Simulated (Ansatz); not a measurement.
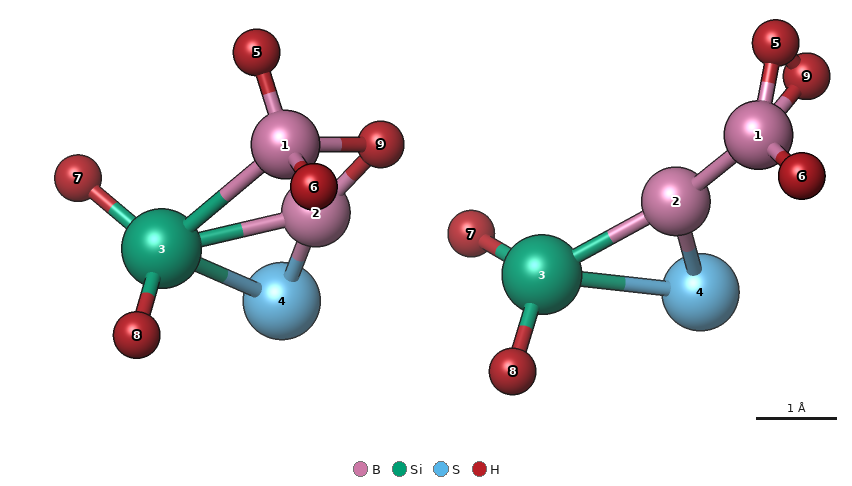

Two geometries of B2SiH5S (charge +1), drawn at one scale. One is the start of a relaxation, the other its converged end. A ball-and-stick model, seen from a free direction.

Method: Ansatz, RKS PBE-D4/def2-SVP. (force threshold 0.03 eV/Å; at most 250 steps)

Question: Which of the two is the end point?

Answer: The left one is the relaxed one. It is one of the separated reactants of a reaction. H5 moves most after the best rigid fit: 1.17 Å. Largest moves by element: H 1.17 Å, B 1.01 Å, Si 0.69 Å, S 0.30 Å. Some distances before and after: H5–H9 0.704 → 2.085 Å, B1–Si3 3.502 → 2.275 Å, B2–H9 2.286 → 1.297 Å, B1–H9 1.150 → 1.449 Å. Bond angles that change, for instance: B1–B2–Si3 155.4° → 76.0°, H5–B1–H9 34.9° → 102.8°, B2–B1–H9 109.9° → 48.9°. Groups turn about B2–S4 by about 165°. After 26 accepted moves (28 points after the start) the energy has fallen by 86.0 kcal/mol. Largest force component: 6.7 eV/Å at the start, 0.026 eV/Å at the end. The line search rejected the trial steps at points 14, 23 of the run. Cost: 49 s on 2 threads of Intel Xeon Platinum 8259CL @ 2.50GHz, with other jobs on the host.
